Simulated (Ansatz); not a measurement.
**ClF$_{5}$Mo···H$_{2}$: density, localisation and related maps**

Input file:

```
crystal:
  periodic: [false, false, false]
  atoms:
    - { symbol: Mo, position_ang: [0.041784, -0.144149, -0.102949] }
    - { symbol: F, position_ang: [-0.058353, -0.049196, 1.705078] }
    - { symbol: F, position_ang: [1.903242, -0.081523, 0.021254] }
    - { symbol: F, position_ang: [0.010186, 1.708175, -0.219893] }
    - { symbol: Cl, position_ang: [-2.241758, -0.321255, -0.341069] }
    - { symbol: F, position_ang: [0.172159, -1.998, -0.016719] }
    - { symbol: F, position_ang: [0.241439, -0.215142, -1.952192] }
    - { symbol: H, position_ang: [-1.593481, 1.670941, 1.381883] }
    - { symbol: H, position_ang: [-1.424417, 1.547049, 2.068706] }
basis:
  gaussian: { orbitals: def2-SVP }
hamiltonian:
  xc: blyp
  dispersion: d4
relax:
  f_tol: 0.03
  max_steps: 50
output:
  orbitals: {}
```

Command:

```sh
ansatz run input.yaml --threads 4 --pin off --max-ram 5120MiB --backend cpu --events-out ev --progress --plain --runs-dir out
```

The fields are those of the relaxed geometry.

Core potentials replace the inner electrons of Mo.

Computed with RKS BLYP-D4/def2-SVP (Ansatz).

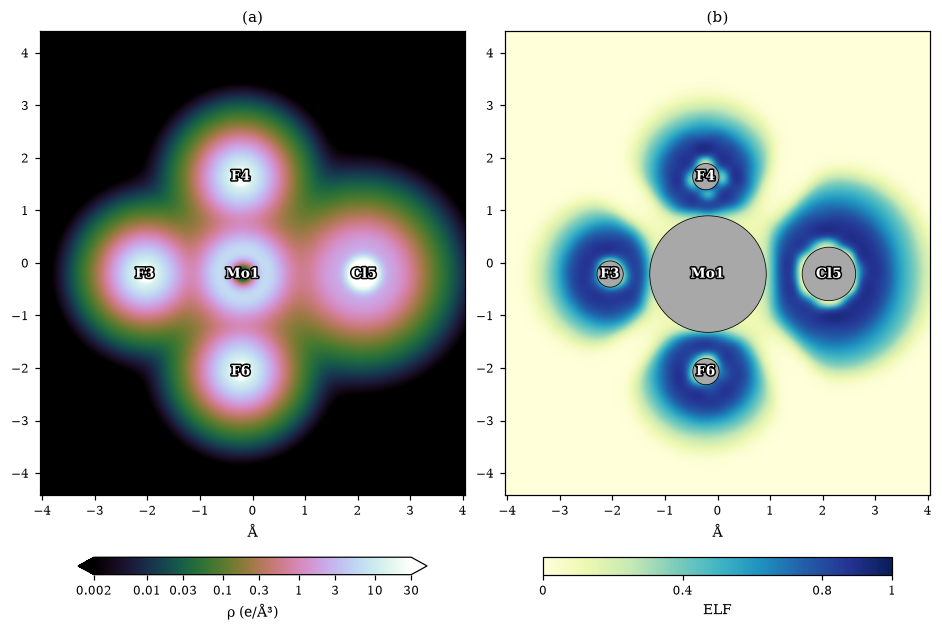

Figure 1. (a) electron density; (b) electron localisation function on the plane of atoms F3, Mo1 and F6. Grey discs cover the atomic cores in the ELF map.

### Interpret the plot.

The plane passes through Mo, F and Cl nuclei.
Mo–F (1.86 Å): the density is about 1.1 e/Å³ at the midpoint; the ELF peaks at about 0.80 in the valence shell of F, 0.5 Å from its nucleus, and drops to about 0.25 between the two atoms.
Mo–Cl (2.30 Å): ρ is about 0.63 e/Å³ halfway; the ELF peaks at about 0.85 in the valence shell of Cl, 0.8 Å from its nucleus, and is about 0.35 at the midpoint.

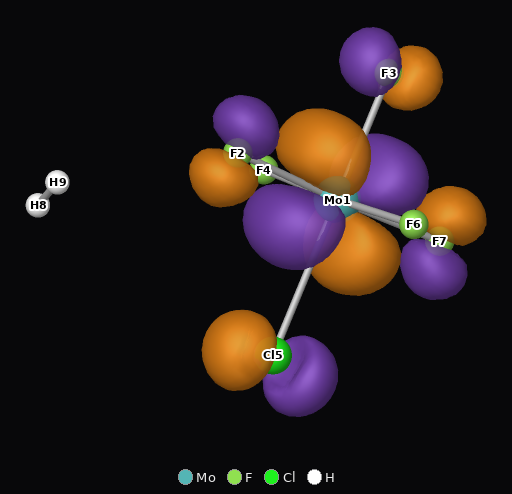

Figure 2. The LUMO at ±0.15 Å⁻³ᐟ² (orange and purple are the two phases), seen across its widest extent.

### Where does this orbital lie, and at what energy?

By Hirshfeld shares it lies mainly on Mo1 (about 60 %), Cl5 (about 10 %), F2 (about 10 %), F7 (about 10 %) and F3 (about 10 %). Its energy is −6.28 eV.
